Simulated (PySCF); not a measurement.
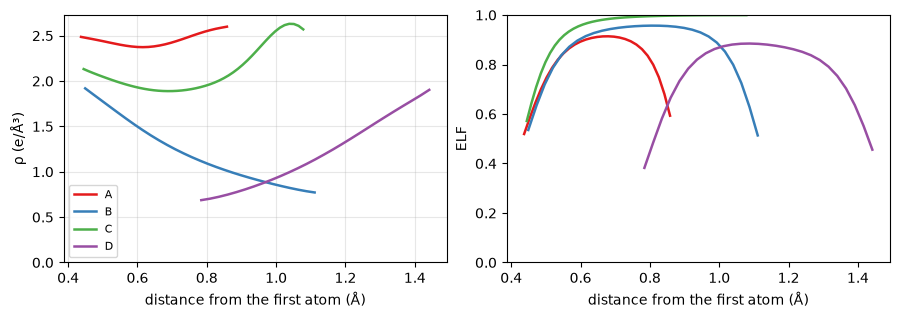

The picture shows: C6H9ClSi. Electron density and electron localisation function along straight lines between neighbouring atoms. The curves leave out the atomic cores.

Geometry: GFN2-xTB.

Method: PBE0/pcSseg-1, SCF density, gas phase, non-relativistic in PySCF.

```yaml
atoms:
  - { symbol: C, position_ang: [3.1420, -0.5583, 1.0034] }
  - { symbol: C, position_ang: [1.9120, -0.3321, 0.6663] }
  - { symbol: C, position_ang: [0.6812, -0.0698, 0.3535] }
  - { symbol: C, position_ang: [-0.1555, -0.8973, -0.6006] }
  - { symbol: C, position_ang: [-1.6229, -0.7345, -0.2074] }
  - { symbol: C, position_ang: [-1.9018, 0.7495, 0.0424] }
  - { symbol: Si, position_ang: [-0.3754, 1.3564, 1.0062] }
  - { symbol: Cl, position_ang: [0.2627, 3.1884, 0.4310] }
  - { symbol: H, position_ang: [3.9681, -0.1404, 0.4509] }
  - { symbol: H, position_ang: [3.3946, -1.1778, 1.8489] }
  - { symbol: H, position_ang: [-0.0054, -0.5172, -1.6155] }
  - { symbol: H, position_ang: [0.1486, -1.9450, -0.5856] }
  - { symbol: H, position_ang: [-2.2779, -1.1386, -0.9816] }
  - { symbol: H, position_ang: [-1.8068, -1.2931, 0.7130] }
  - { symbol: H, position_ang: [-1.9908, 1.2739, -0.9107] }
  - { symbol: H, position_ang: [-2.8468, 0.8798, 0.5656] }
  - { symbol: H, position_ang: [-0.5330, 1.3679, 2.4599] }
```

### Which curve belongs to which contact (C–C, C–H, C–Si and Si–Cl)? The first atom named is at distance zero.

Curve A: C–C (1.30 Å): ρ at the midpoint is about 2.4 e/Å³; the ELF peaks at about 0.90 between the atoms (a short, multiple covalent bond). Curve B: C–Si (1.89 Å): ρ at the midpoint is about 0.91 e/Å³; the ELF peaks at about 0.95 between the atoms (a covalent bond). Curve C: C–H (1.08 Å): ρ at the midpoint is about 2 e/Å³; the ELF climbs to about 1 towards the hydrogen, as it does in any bond to H: a covalent bond by its length. Curve D: Si–Cl (2.02 Å): the density is about 0.95 e/Å³ at the midpoint; the ELF peaks at about 0.90 between the atoms (a shared but strongly polarised pair).
